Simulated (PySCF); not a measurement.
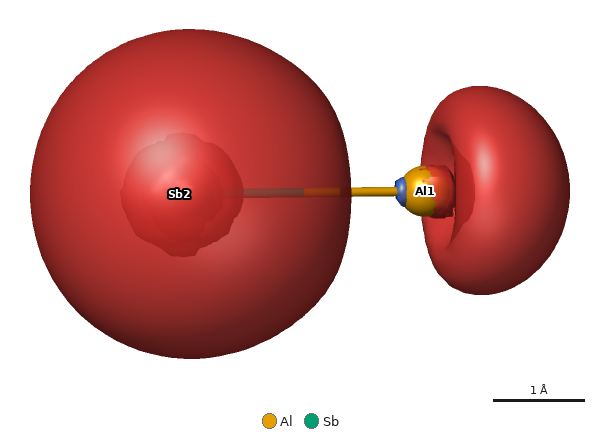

Figure 1: AlSb (charge +1, quartet). Isosurfaces of the spin density (α minus β) at +0.03 (red) and −0.03 e/Å³ (blue), seen from one side.

Core potentials replace the inner electrons of Sb.

All numbers below come from PySCF, PBE0/def2-TZVPPD, non-relativistic Hamiltonian with scalar-relativistic core potentials where named, at a bond length of 2.812 Å.

```xyz
2

Al    0.0000    0.0000   -2.2990
Sb    0.0000    0.0000    0.5130
```

Where is the unpaired spin?

The unpaired spin (3 electrons) lies mostly on Sb2 (about 2.3) and Al1 (about 0.7), in electrons by Hirshfeld's partition.
